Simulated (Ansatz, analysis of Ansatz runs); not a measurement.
## Migration in TiO2 (Pbcn): V_O hop (2.6 Å), charge +2

Aim: the barrier of one jump in TiO2 (Pbcn) at charge +2: V_O hop (2.6 Å). The model is a cell of 48 host atoms with 1 O taken out; O is the atom that moves.

Main program and level: Ansatz 0.2.0; plane-wave PAW DFT, PBEsol; nudged elastic band between two relaxed defect structures at fixed charge in a uniform background.

## 1. The starting structure

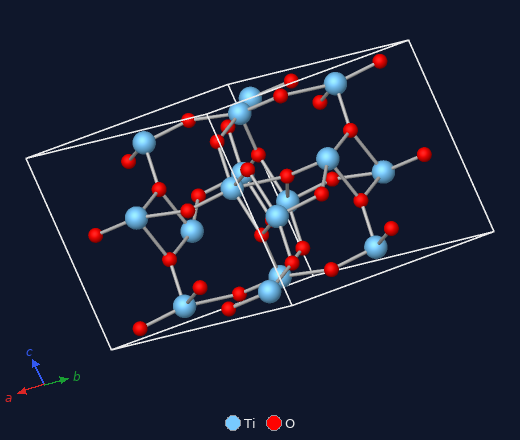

The cell as given, from a free direction (titanium blue, oxygen red).

The cell holds 47 atoms: 16 Ti and 31 O. Cell: a = 8.637 Å, b = 8.637 Å, c = 8.637 Å, α = 116.6°, β = 101.0°, γ = 111.2°. It derives from TiO2 (space group Pbcn). Nearest the centre at fractional (0.500, 0.500, 0.500): O33 at 1.29 Å, Ti9 at 1.55 Å, Ti4 at 1.55 Å, O17 at 2.38 Å, O47 at 2.38 Å, O36 at 2.47 Å, O28 at 2.47 Å, O44 at 3.09 Å. The cell carries charge +2.

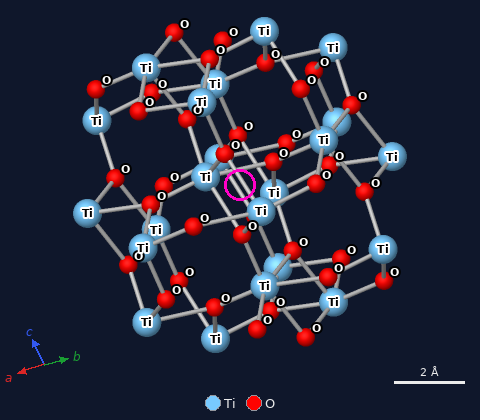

The atoms within 5 Å of the centre. A ring marks the middle of the ideal hop wherever no atom is near it.

The cell's shortest repeat is 8.6 Å.

## 2. Relaxation of the start point, charge +2

A barrier is counted from a minimum, so both ends are relaxed first. Small random displacements break the symmetry of the ideal sites, so that the defect can distort if it gains by it. The charge of +2 is set by the electron count, and a uniform background keeps the cell neutral.

Contents of qp2_c48k1s.start/input.yaml:

```yaml
crystal:
  lattice:
    - [-4.53778301, 5.49491103, 4.87894185]
    - [4.53778301, -5.49491103, 4.87894185]
    - [4.53778301, 5.49491103, -4.87894185]
  atoms:
    - { symbol: Ti, position: [0.21256284, 0.125, 0.58756284] }
    - { symbol: Ti, position: [0.21256284, 0.625, 0.08756284] }
    - { symbol: Ti, position: [0.71256284, 0.125, 0.08756284] }
    - { symbol: Ti, position: [0.71256284, 0.625, 0.58756284] }
    - { symbol: Ti, position: [0.03743716, 0.125, 0.91243716] }
    - { symbol: Ti, position: [0.03743716, 0.625, 0.41243716] }
    - { symbol: Ti, position: [0.53743716, 0.125, 0.41243716] }
    - { symbol: Ti, position: [0.53743716, 0.625, 0.91243716] }
    - { symbol: Ti, position: [0.28743716, 0.375, 0.41243716] }
    - { symbol: Ti, position: [0.28743716, 0.875, 0.91243716] }
    - { symbol: Ti, position: [0.78743716, 0.375, 0.91243716] }
    - { symbol: Ti, position: [0.78743716, 0.875, 0.41243716] }
    - { symbol: Ti, position: [0.46256284, 0.375, 0.08756284] }
    - { symbol: Ti, position: [0.46256284, 0.875, 0.58756284] }
    - { symbol: Ti, position: [0.96256284, 0.375, 0.58756284] }
    - { symbol: Ti, position: [0.96256284, 0.875, 0.08756284] }
    - { symbol: O, position: [0.3497109, 0.40481975, 0.67332519] }
    - { symbol: O, position: [0.3497109, 0.90481975, 0.17332519] }
    - { symbol: O, position: [0.8497109, 0.40481975, 0.17332519] }
    - { symbol: O, position: [0.8497109, 0.90481975, 0.67332519] }
    - { symbol: O, position: [0.4002891, 0.07361429, 0.55510884] }
    - { symbol: O, position: [0.4002891, 0.57361429, 0.05510884] }
    - { symbol: O, position: [0.9002891, 0.07361429, 0.05510884] }
    - { symbol: O, position: [0.9002891, 0.57361429, 0.55510884] }
    - { symbol: O, position: [0.23149455, 0.17638571, 0.82667481] }
    - { symbol: O, position: [0.23149455, 0.67638571, 0.32667481] }
    - { symbol: O, position: [0.73149455, 0.17638571, 0.32667481] }
    - { symbol: O, position: [0.73149455, 0.67638571, 0.82667481] }
    - { symbol: O, position: [0.01850545, 0.34518025, 0.94489116] }
    - { symbol: O, position: [0.01850545, 0.84518025, 0.44489116] }
    - { symbol: O, position: [0.51850545, 0.84518025, 0.94489116] }
    - { symbol: O, position: [0.48149455, 0.15481975, 0.05510884] }
    - { symbol: O, position: [0.48149455, 0.65481975, 0.55510884] }
    - { symbol: O, position: [0.98149455, 0.15481975, 0.55510884] }
    - { symbol: O, position: [0.98149455, 0.65481975, 0.05510884] }
    - { symbol: O, position: [0.26850545, 0.32361429, 0.17332519] }
    - { symbol: O, position: [0.26850545, 0.82361429, 0.67332519] }
    - { symbol: O, position: [0.76850545, 0.32361429, 0.67332519] }
    - { symbol: O, position: [0.76850545, 0.82361429, 0.17332519] }
    - { symbol: O, position: [0.0997109, 0.42638571, 0.44489116] }
    - { symbol: O, position: [0.0997109, 0.92638571, 0.94489116] }
    - { symbol: O, position: [0.5997109, 0.42638571, 0.94489116] }
    - { symbol: O, position: [0.5997109, 0.92638571, 0.44489116] }
    - { symbol: O, position: [0.1502891, 0.09518025, 0.32667481] }
    - { symbol: O, position: [0.1502891, 0.59518025, 0.82667481] }
    - { symbol: O, position: [0.6502891, 0.09518025, 0.82667481] }
    - { symbol: O, position: [0.6502891, 0.59518025, 0.32667481] }
total_charge: 2
basis:
  ecutwfc: 420
  xc_grid: 2
hamiltonian:
  xc: pbesol
kpoints:
  mp_grid: { grid: [1, 1, 1], shift: [0.25, 0.25, 0.25] }
scf:
  occupations: { method: fixed }
  max_iter: 150
output:
  forces: true
relax:
  f_tol: 0.02
  max_steps: 70
  random_displacement: { amplitude: 0.03, seed: 259 }
```

On the command line:

```bash
ansatz run input.yaml --threads 8 --pin off --max-ram 14131MiB --backend cpu --events-out ev --progress --plain --runs-dir out
```

Numbers of over 12 decimals in the logs are rounded to 6 here.

Output:

```text
[... repeated set-up lines and file paths are left out, and long positions are rounded to six places ...]
The last accepted step is kept in <dir> (removed where the run ends without a failure and the disk answers)
Engine: ansatz 0.2.0, aarch64-unknown-linux-gnu
Pseudopotentials: kind: paw
Pseudopotential: Ti, paw, valence charge 12, recommended cutoff 420 eV (normal), Ti.paw.azcp
Pseudopotential: O, paw, valence charge 6, recommended cutoff 420 eV (normal), O.paw.azcp
Functional definition: PBEsol
  exchange = pbesol_x
  correlation = pbesol_c
Crystal: 47 atoms, lattice volume = 486.620 Å³
Basis set: ecut = 420 eV, 9557 PW (Γ), exchange–correlation on 120×120×120 points (8 copies of the dense FFT grid, shifted against one another)
Bands: 235, of which v1, the nominal top of the filled ones, is band 188 counted from 1 (187 counted from 0)
Symmetry: 1 space group operations
k-points: 1
Non-local potential: Ti, projectors of the file, l = 0: 3, l = 1: 2, l = 2: 3, l = 3: 1
Non-local potential: O, projectors of the file, l = 0: 2, l = 1: 2, l = 2: 1
PAW form: soft (Blöchl's): semilocal exchange-correlation on the pseudo side does not see the compensation charge
PAW frozen core: Ti, regenerated for the run's functional, and the local potential with it (the file was generated under x = pbe(κ = 0.804, μ = 0.219515), c = pbe(β = 0.066725))
PAW frozen core: O, regenerated for the run's functional, and the local potential with it (the file was generated under x = pbe(κ = 0.804, μ = 0.219515), c = pbe(β = 0.066725))
PAW one-centre angular grid: Ti, 590 points (default); XC on 64 Gauss nodes
PAW one-centre angular grid: O, 110 points (default); XC on 64 Gauss nodes
Initial density: superposition of atomic densities (neutral atoms scaled as one to the charged cell's electrons: chi_scale 0, normalization atom), corrected by the library's trained network
Initial wavefunctions: pseudopotential atomic-orbital guess
Functional: x = pbesol(κ = 0.804, μ = 0.123457), c = pbesol(β = 0.046)
SCF iter   1: F=—  HF=-57054.848171 eV  |F-HF|=—  |Δ(HF+E_count)|=         —  Δρ=2.23e-2  dr2=4.27e0  ethr=1.77e-3  ⟨swp⟩=4.0  Hψ=719  notcnv=0  defer=44
preconditioner: auto → Resta (q_TF=auto, 2.614 Å⁻¹)  ε∞=9.2  [insulator: Δε(μ)=1.953 eV  Ē_g=9.281 eV  n_scr=150 (ndim 8)  ℏωp=26.5 eV  f_vac=0.015  ε∞_Penn≈9.2]
SCF iter   2: F=—  HF=-57054.254630 eV  |F-HF|=—  |Δ(HF+E_count)|=   5.94e-1  Δρ=1.23e-2  dr2=1.12e0  ethr=1.14e-3  ⟨swp⟩=3.0  Hψ=351  notcnv=0  defer=45
SCF iter   3: F=—  HF=-57054.106519 eV  |F-HF|=—  |Δ(HF+E_count)|=   1.48e-1  Δρ=5.66e-3  dr2=3.93e-1  ethr=2.99e-4  ⟨swp⟩=2.0  Hψ=290  notcnv=0  defer=44
SCF iter   4: F=—  HF=-57054.040945 eV  |F-HF|=—  |Δ(HF+E_count)|=   6.56e-2  Δρ=4.00e-3  dr2=2.42e-1  ethr=1.04e-4  ⟨swp⟩=3.0  Hψ=389  notcnv=0  defer=45
SCF iter   5: F=—  HF=-57054.004736 eV  |F-HF|=—  |Δ(HF+E_count)|=   3.62e-2  Δρ=1.55e-3  dr2=1.54e-2  ethr=6.45e-5  ⟨swp⟩=3.0  Hψ=292  notcnv=0  defer=45
SCF iter   6: F=—  HF=-57054.002677 eV  |F-HF|=—  |Δ(HF+E_count)|=   2.06e-3  Δρ=7.10e-4  dr2=2.87e-3  ethr=4.10e-6  ⟨swp⟩=3.0  Hψ=427  notcnv=0  defer=45
SCF iter   7: F=—  HF=-57054.002354 eV  |F-HF|=—  |Δ(HF+E_count)|=   3.23e-4  Δρ=2.19e-4  dr2=2.81e-4  ethr=7.63e-7  ⟨swp⟩=2.0  Hψ=367  notcnv=0  defer=45
SCF iter   8: F=—  HF=-57054.002432 eV  |F-HF|=—  |Δ(HF+E_count)|=   7.85e-5  Δρ=1.52e-4  dr2=1.23e-4  ethr=7.47e-8  ⟨swp⟩=2.0  Hψ=366  notcnv=0  defer=45
SCF iter   9: F=—  HF=-57054.002440 eV  |F-HF|=—  |Δ(HF+E_count)|=   7.99e-6  Δρ=6.39e-5  dr2=2.35e-5  ethr=3.26e-8  ⟨swp⟩=2.0  Hψ=364  notcnv=0  defer=45
SCF iter  10: F=-57054.002440 eV  HF=-57054.002441 eV  |F-HF|=1.22e-6  |Δ(HF+E_count)|=   6.46e-7  Δρ=2.78e-5  dr2=4.63e-6  ethr=2.66e-9  ⟨swp⟩=4.0  Hψ=704  notcnv=0
SCF 1 converged in 10 iterations: F = -57054.002440 eV  dr2 = 4.63e-6
  greatest PAW one-centre occupation: 0.999 electrons in one spin orbital (limit 2), on the Ti atom at site 7 (counted from 0), in its partial waves of l = 0
relax step   1: F+E_penalty+E_count = -57054.00243956 eV  Δ(F+E_penalty+E_count) = +0.000e0 eV  max|allowed force component| = 4.312e0 eV/Å  Δτ_max = 0.0000 Å  (10 SCF iters, dr2 threshold 1.00e-5 eV, accepted)
[... the SCF cycles and remarks between the steps are left out from here to the last step ...]
relax step   2: F+E_penalty+E_count = -57056.17070326 eV  Δ(F+E_penalty+E_count) = -2.168e0 eV  max|allowed force component| = 1.789e0 eV/Å  Δτ_max = 0.1948 Å  (8 SCF iters, dr2 threshold 1.00e-4 eV, accepted)
relax step   3: F+E_penalty+E_count = -57056.90554861 eV  Δ(F+E_penalty+E_count) = -7.348e-1 eV  max|allowed force component| = 7.475e-1 eV/Å  Δτ_max = 0.2000 Å  (7 SCF iters, dr2 threshold 1.00e-4 eV, accepted)
relax step   4: F+E_penalty+E_count = -57057.00413187 eV  Δ(F+E_penalty+E_count) = -9.858e-2 eV  max|allowed force component| = 3.485e-1 eV/Å  Δτ_max = 0.0735 Å  (7 SCF iters, dr2 threshold 9.62e-5 eV, accepted)
relax step   5: F+E_penalty+E_count = -57057.01392454 eV  Δ(F+E_penalty+E_count) = -9.793e-3 eV  max|allowed force component| = 7.070e-2 eV/Å  Δτ_max = 0.0265 Å  (5 SCF iters, dr2 threshold 2.12e-5 eV, accepted)
relax step   6: F+E_penalty+E_count = -57057.01512741 eV  Δ(F+E_penalty+E_count) = -1.203e-3 eV  max|allowed force component| = 2.054e-2 eV/Å  Δτ_max = 0.0087 Å  (8 SCF iters, accepted)
SCF iter   1: F=—  HF=-57057.015828 eV  |F-HF|=—  |Δ(HF+E_count)|=         —  Δρ=2.29e-4  dr2=1.83e-4  ethr=5.87e-7  ⟨swp⟩=2.0  Hψ=386  notcnv=0  defer=45
SCF iter   2: F=—  HF=-57057.015810 eV  |F-HF|=—  |Δ(HF+E_count)|=   1.77e-5  Δρ=1.18e-4  dr2=4.03e-5  ethr=4.87e-8  ⟨swp⟩=3.0  Hψ=463  notcnv=0  defer=38
SCF iter   3: F=—  HF=-57057.015263 eV  |F-HF|=—  |Δ(HF+E_count)|=   5.47e-4  Δρ=5.80e-5  dr2=1.53e-5  ethr=1.07e-8  ⟨swp⟩=2.0  Hψ=323  notcnv=0  defer=38
SCF iter   4: F=—  HF=-57057.015261 eV  |F-HF|=—  |Δ(HF+E_count)|=   2.70e-6  Δρ=1.44e-5  dr2=1.02e-6  ethr=4.06e-9  ⟨swp⟩=2.0  Hψ=290  notcnv=0  defer=38
SCF iter   5: F=—  HF=-57057.015261 eV  |F-HF|=—  |Δ(HF+E_count)|=   9.05e-8  Δρ=7.10e-6  dr2=2.07e-7  ethr=2.70e-10  ⟨swp⟩=2.0  Hψ=290  notcnv=0  defer=38
SCF iter   6: F=-57057.015261 eV  HF=-57057.015261 eV  |F-HF|=2.94e-8  |Δ(HF+E_count)|=   1.14e-9  Δρ=3.56e-6  dr2=5.55e-8  ethr=2.66e-11  ⟨swp⟩=4.0  Hψ=708  notcnv=0
SCF 7 converged in 6 iterations: F = -57057.015261 eV  dr2 = 5.55e-8
relax step   7: F+E_penalty+E_count = -57057.01526064 eV  Δ(F+E_penalty+E_count) = -1.332e-4 eV  max|allowed force component| = 2.416e-3 eV/Å  Δτ_max = 0.0027 Å  (6 SCF iters, accepted)
SCF converged after 6 iterations
Free energy (F): -57057.015261 eV
Harris-Foulkes:  -57057.015261 eV  (|F-HF|=2.94e-8)
Internal energy: -57057.015261 eV  (E = F + TS)
E sigma→0 (E₀):  -57057.015261 eV
Fermi energy:    8.590771 eV
--- Per-component energies (eV) ---
  E_band       = -3066.382119
  E_kinetic    = 9749.613318
  E_local      = -24375.052200  (includes V_loc(G=0)·N_el)
  E_nonlocal   = 1551.728476
  E_hartree    = 9305.134687
  E_xc         = -3805.307526
  E_vxc        = -4842.461851  (∫ρ·V_xc dr)
  E_paw        = -21034.934289  (= ΣΔE_a)
  E_vpaw       = -3760.551977  (= ΣTr[D̂ρ^β])
  E_aug_tail   = 0.077372  (compensation charges beyond the density's cutoff)
  E_ewald      = -28451.599173
  E_core_change = 3.324074  (= ΣΔE_core)
  E_smearing   = -0.000000  (= −TS)
  E_closure    = 0.000000  (closes the sum)
  E_deformation_potential = 38.370068  (in the stress; not in F)
  Σ components = -57057.015261   (vs F -57057.015261, Δ=0.00e0)
--- Forces (eV/Å), atoms counted from 1 ---
  atom   1  Ti    -0.00098273     0.00122135     0.00050105
  atom   2  Ti     0.00202860    -0.00095266     0.00104937
  [... 1 atom left out ...]
  atom   4  Ti    -0.00064453     0.00241577    -0.00091096
  [... 2 atoms left out ...]
  atom   7  Ti    -0.00085896     0.00017016     0.00204612
  [... 1 atom left out ...]
  atom   9  Ti     0.00042798    -0.00113034     0.00062096
  [... 7 atoms left out ...]
  atom  17  O      0.00049414     0.00076231    -0.00046468
  [... 2 atoms left out ...]
  atom  20  O      0.00053387    -0.00153514     0.00096095
  [... 7 atoms left out ...]
  atom  28  O     -0.00073075    -0.00066164    -0.00013700
  [... 4 atoms left out ...]
  atom  33  O     -0.00108011    -0.00008708     0.00154402
  [... 2 atoms left out ...]
  atom  36  O     -0.00134456    -0.00092895     0.00056931
  [... 7 atoms left out ...]
  atom  44  O     -0.00111242     0.00005203    -0.00131818
  [... 2 atoms left out ...]
  atom  47  O     -0.00071343    -0.00012919    -0.00164313
  max |Σ_I F_I| component: 4.88e-5 eV/Å
--- Relaxed structure (7 steps of the walk, 7 accepted, 0 SCFs on fresh bases) ---
  F+E_penalty+E_count = -57057.01526064 eV   max|allowed force component| = 2.416e-3 eV/Å
  atoms:
    - { symbol: Ti, position: [0.222581, 0.131471, 0.590693] }
    - { symbol: Ti, position: [0.211872, 0.621934, 0.087167] }
    [... 1 atom left out ...]
    - { symbol: Ti, position: [0.734920, 0.669271, 0.605114] }
    [... 2 atoms left out ...]
    - { symbol: Ti, position: [0.547119, 0.078344, 0.413317] }
    [... 1 atom left out ...]
    - { symbol: Ti, position: [0.261644, 0.373639, 0.411318] }
    [... 7 atoms left out ...]
    - { symbol: O, position: [0.358238, 0.403288, 0.659721] }
    [... 2 atoms left out ...]
    - { symbol: O, position: [0.860537, 0.922567, 0.681942] }
    [... 7 atoms left out ...]
    - { symbol: O, position: [0.734014, 0.679777, 0.826360] }
    [... 4 atoms left out ...]
    - { symbol: O, position: [0.482766, 0.638559, 0.550669] }
    [... 2 atoms left out ...]
    - { symbol: O, position: [0.276659, 0.326861, 0.179179] }
    [... 7 atoms left out ...]
    - { symbol: O, position: [0.159119, 0.099753, 0.325992] }
    [... 2 atoms left out ...]
    - { symbol: O, position: [0.656786, 0.597302, 0.333901] }
```

Run time: 18 s. Hardware: 8 threads of Arm Neoverse V2, shared host; peak memory 0.93 GiB.

The steps of the relaxation:

| step | energy less that of the first step (eV) | largest force component (eV/Å) |
| --- | --- | --- |
| 1 | 0.0000 | 4.3117 |
| 2 | -2.1683 | 1.7887 |
| 3 | -2.9031 | 0.7475 |
| 4 | -3.0017 | 0.3486 |
| 5 | -3.0115 | 0.0707 |
| 6 | -3.0127 | 0.0205 |
| 7 | -3.0128 | 0.0024 |

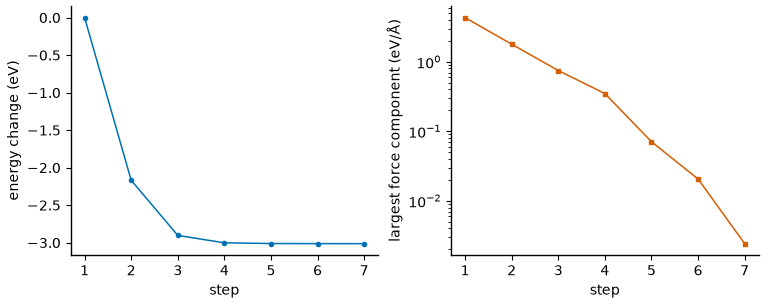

Energy and largest force along the relaxation.

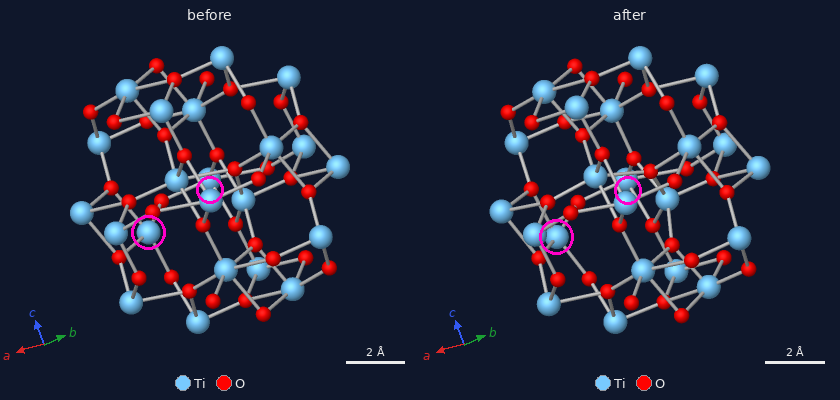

Before and after: the atoms that start within 5 Å of the centre. Ti7, which moves most, is ringed if it is among them. A ring with no atom in it marks the middle of the ideal hop.

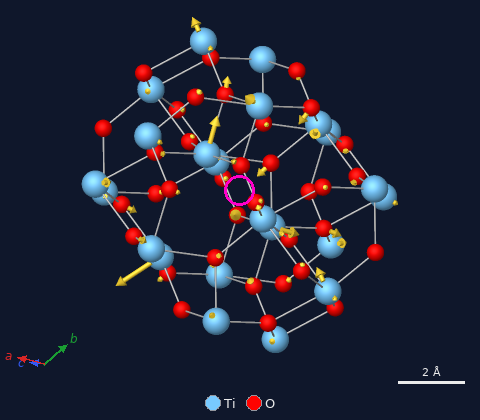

Displacements in the relaxation from the typed sites near the centre, exaggerated, the mean shift taken out; the longest in the cell stands for 0.44 Å. A ring marks the middle of the ideal hop wherever no atom is near it.

The atoms that moved most (Å, from the sites as typed, ahead of the random displacement, the mean shift of all atoms taken out):

| atom | dx | dy | dz | length |
| --- | --- | --- | --- | --- |
| Ti7 | -0.252 | 0.306 | -0.184 | 0.437 |
| Ti4 | 0.179 | -0.032 | 0.240 | 0.301 |
| Ti9 | 0.106 | -0.149 | -0.127 | 0.222 |
| Ti12 | -0.084 | 0.051 | 0.141 | 0.172 |
| Ti5 | 0.094 | 0.103 | 0.091 | 0.167 |
| Ti14 | 0.021 | 0.057 | -0.153 | 0.165 |
| O17 | -0.107 | -0.028 | 0.101 | 0.150 |
| O43 | -0.091 | 0.064 | -0.091 | 0.144 |

Neighbours of O33 at the end:

| atom | distance (Å) |
| --- | --- |
| Ti14 | 1.912 |
| Ti9 | 1.956 |
| Ti4 | 2.028 |
| O17 | 2.587 |
| O47 | 2.598 |
| O28 | 2.687 |
| O36 | 2.708 |
| O26 | 2.802 |
| O43 | 2.810 |

Read from the output:

```yaml
free_energy: -57057.0153 eV
r_m_s_move_of_the_farther_half_of_the_atoms: 0.05534 Å
largest_move_from_the_ideal_geometry_of_this_structure_a_common_shift_of_the_far_atoms_taken_out: 0.4309 Å
```

The relaxation gained 3.013 eV and ended with a largest force component of 0.0024 eV/Å.

[end of part 1 of 4]

[Logs are printed without paths, hosts, clocks, repeated set-up lines and the standing remarks that a program may print on its own settings, such as how far it seeks lower states.]

[Hosts, paths, dates, database ids (printed as entryN), source tags and the programs' standing remarks are cut or masked in the printed files.]
